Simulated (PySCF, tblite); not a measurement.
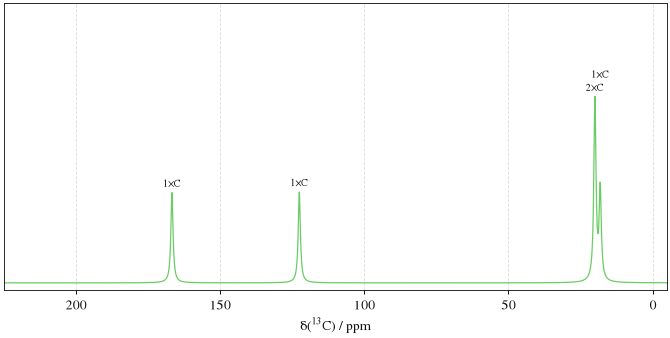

GIAO shifts, PBE0/pcSseg-1 with PySCF 2.14.0, at a GFN2-xTB geometry (a minimum by its frequencies), against TMS for ¹³C computed at the same level. Gas phase, fully decoupled, line heights follow the number of nuclei, widths are arbitrary (no quadrupolar broadening); values of one conformer, averaged over nuclei that symmetry, rotation about single bonds or inversion at nitrogen exchange, these motions taken as fast; other conformers aren't averaged in.

Question: Which structure fits the spectrum?
A. C₅H₁₀F₃NSi, SMILES CC(C)[SiH2]/N=C\C(F)(F)F
B. C₅H₇NOS, SMILES CCSc1cocn1
C. CH₁₀FNSi₃, SMILES C[Si@H](F)N([SiH3])[SiH3]
D. C₆H₆N₂, SMILES CCC=C(C#N)C#N

Answer: Option A. Its ¹³C signals: 166.7 (1 C), 122.5 (1 C), 20.0 (2 C), 18.2 (1 C) ppm.

Caveats: the tight-binding geometry is rougher than a DFT one and adds to the error.
